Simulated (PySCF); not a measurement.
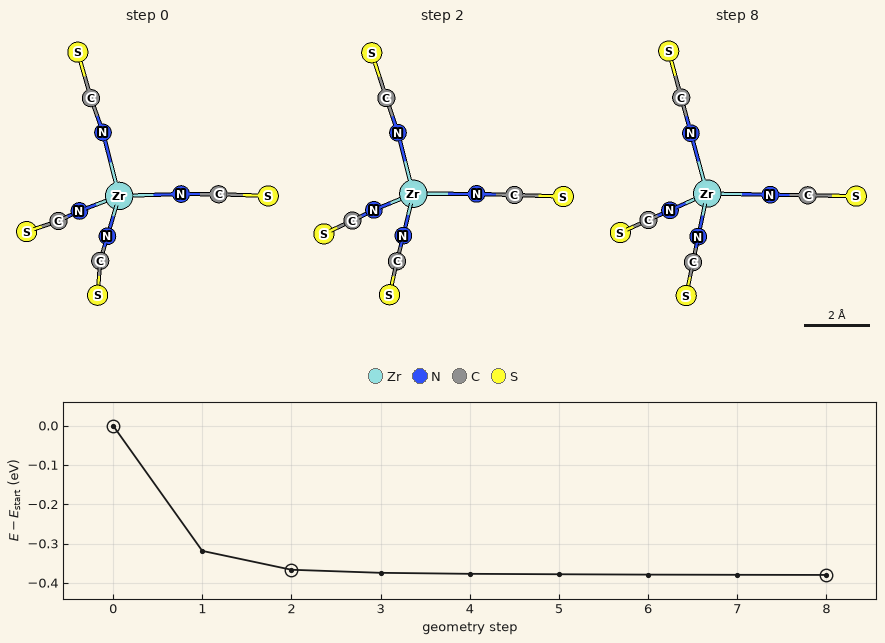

Frames of a relaxation of ZrC4N4S4, marked on the history of the run. The picture is a ball-and-stick view, seen at a tilt.

The start comes from GFN2-xTB. Its atoms were then displaced at random by about 0.03 Å.

Level of theory: PBE0-D3(BJ)/def2-SVP geometry optimisation, gas phase in PySCF 2.14.0, density-fitted response routines. 

**Describe the path.**

Over 8 geometry steps the energy falls by 0.380 eV. The largest move after the best rigid fit is that of an S atom, 0.13 Å. Largest moves by element: S 0.13 Å, Zr 0.11 Å, C 0.10 Å, N 0.07 Å. Near-neighbour distances that change, for instance: N–Zr 2.136 → 2.037 Å, N–Zr 1.995 → 2.035 Å, C–S 1.603 → 1.568 Å, C–N 1.172 → 1.207 Å. Among the angles between lasting bonds that change: N–C–S 171.9° → 179.9°, Zr–N–C 174.6° → 179.9°, N–C–S 174.8° → 179.8°. From step 0 to 2: an S atom moves most (0.10 Å), energy −0.367 eV. From step 2 to 8: an S atom moves most (0.10 Å), energy −0.013 eV.

```csv
step,"E − E(0), eV"
0,0.0000
1,-0.3186
2,-0.3666
3,-0.3744
4,-0.3770
5,-0.3781
6,-0.3790
7,-0.3795
8,-0.3798
```
